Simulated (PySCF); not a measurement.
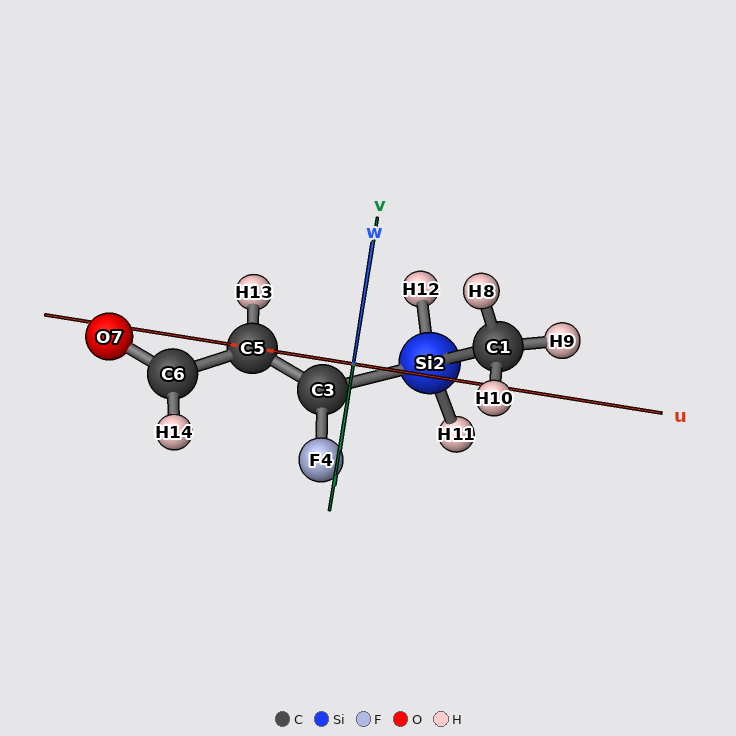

The lines u, v and w are the principal axes of the static dipole polarisability. Computed geometry: GFN2-xTB optimisation. No frequency run is at hand to confirm it as a minimum. Level of theory: ωB97X-D/def2-SVPD (PySCF 2.14.0).

Question: Along which axis is the molecule most polarisable, and along which least?

Answer: Most along u (close to the long direction C1···O7), least along w.

Question: Give the three principal values.

Answer: u 115.2, v 69.8, w 63.0 bohr³; mean 82.6, anisotropy 49.1 bohr³.

The geometry is semi-empirical. Around Si such bond lengths and angles can be off by a tenth of an ångström or more and by several degrees, and values that hang on the shape move with them.
